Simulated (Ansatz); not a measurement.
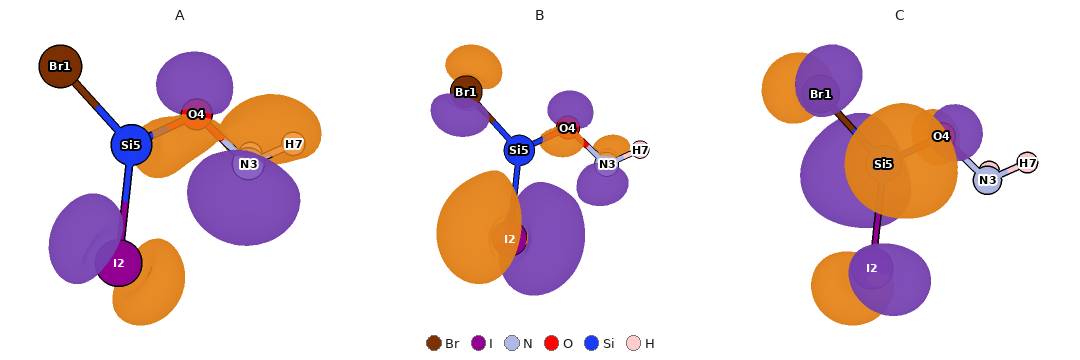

The picture shows: BrH2INOSi (charge +1). Three frontier orbitals at ±0.1 Å⁻³ᐟ² (orange and purple are the two phases), in no order.

Geometry: B3LYP-D3(BJ)/def2-SVP; core potentials replace the inner electrons of I.

Level of theory: isolated molecule in a Gaussian basis; Kohn-Sham density functional theory, functional PBE0 in Ansatz 0.2.0.

Input

```
crystal:
  periodic: [false, false, false]
  atoms:
    - {symbol: Br, position_ang: [-3.691687, -2.462855, 2.120400]}
    - {symbol: I, position_ang: [-0.257514, -2.154249, 4.082591]}
    - {symbol: "N", position_ang: [0.542558, -2.422671, 0.565213]}
    - {symbol: O, position_ang: [-0.908770, -2.474056, 0.659435]}
    - {symbol: Si, position_ang: [-1.559264, -2.373518, 2.144624]}
    - {symbol: H, position_ang: [0.760270, -3.279591, 0.044593]}
    - {symbol: H, position_ang: [0.693667, -1.651343, -0.094303]}
basis:
  gaussian: {orbitals: def2-TZVPD}
output: {forces: true, orbitals: {seedname: orbitals}}
hamiltonian: {xc: pbe0}
total_charge: 1
```

Run with:

```sh
ansatz run input.yaml --threads 2 --pin off --max-ram 4350MiB --events-out events.jsonl --progress --plain --runs-dir runs
```

> Order the three orbitals by energy and name them.

B is the HOMO−1 (−13.24 eV). It lies mainly on I2 (about 75 %), Br1 (about 10 %) and N3 (about 5 %); largely a lone pair of I2. A is the HOMO (−12.79 eV). By Hirshfeld shares it lies mainly on N3 (about 60 %), O4 (about 15 %) and I2 (about 10 %). C is the LUMO (−7.39 eV). Its weight (Hirshfeld) is mainly on Si5 (about 55 %), I2 (about 20 %), Br1 (about 15 %) and O4 (about 10 %).

> What is the HOMO–LUMO gap?

5.40 eV between the orbital energies.
